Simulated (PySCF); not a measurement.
System: C$_{4}$H$_{12}$AlClO (SMILES CCC[O+](C)[AlH2-][Cl]).

```xyz
19

C    -2.6079   -0.6164    0.4566
C    -1.3854   -0.1913   -0.3473
C    -0.2294    0.1823    0.5773
O     1.0087    0.3117   -0.1028
C     1.1543    1.4681   -0.8982
Al    2.3950   -0.9920    0.1793
Cl    3.3775   -0.3670    1.8662
H    -3.4243   -0.8787   -0.2106
H    -2.9404    0.1895    1.1070
H    -2.3752   -1.4819    1.0714
H    -1.0556   -1.0150   -0.9840
H    -1.6480    0.6536   -0.9874
H    -0.4452    1.1074    1.1260
H    -0.0640   -0.6261    1.2979
H     0.4620    1.4576   -1.7427
H     2.1784    1.4506   -1.2713
H     0.9966    2.3699   -0.2997
H     1.4758   -2.2380    0.3372
H     3.1173   -0.7752   -1.1822
```

Geometry: GFN2-xTB.

Method: PySCF, PBE0/pcSseg-1, SCF density, gas phase, non-relativistic.

> What can the converged electron density and electron localisation function tell about the bonding?

C–O (1.41 Å): the density is about 2 e/Å³ at the midpoint, with its minimum of 1.7 e/Å³ about 0.5 Å from C; the ELF peaks at about 0.90 between the atoms: a shared but strongly polarised pair.
Al–O (1.92 Å): ρ is about 0.48 e/Å³ halfway; the ELF peaks at about 0.90 in the valence shell of O, 0.6 Å from its nucleus, and is about 0.45 at the midpoint.
C–H (1.09 Å): the density is about 2.1 e/Å³ at the midpoint; the ELF climbs to about 1 towards the hydrogen, as it does in any bond to H; an ordinary covalent bond to hydrogen.

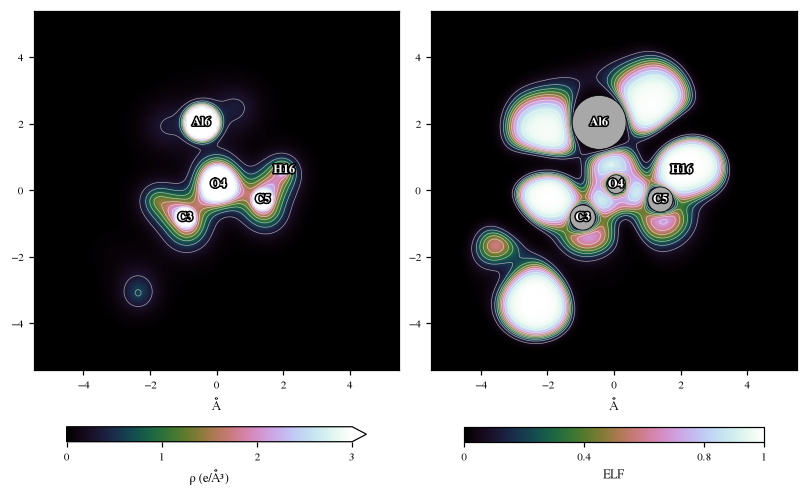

Computed electron density and electron localisation function on the plane of atoms C5, O4 and Al6, in this order. Grey discs cover the atomic cores in the ELF map. 
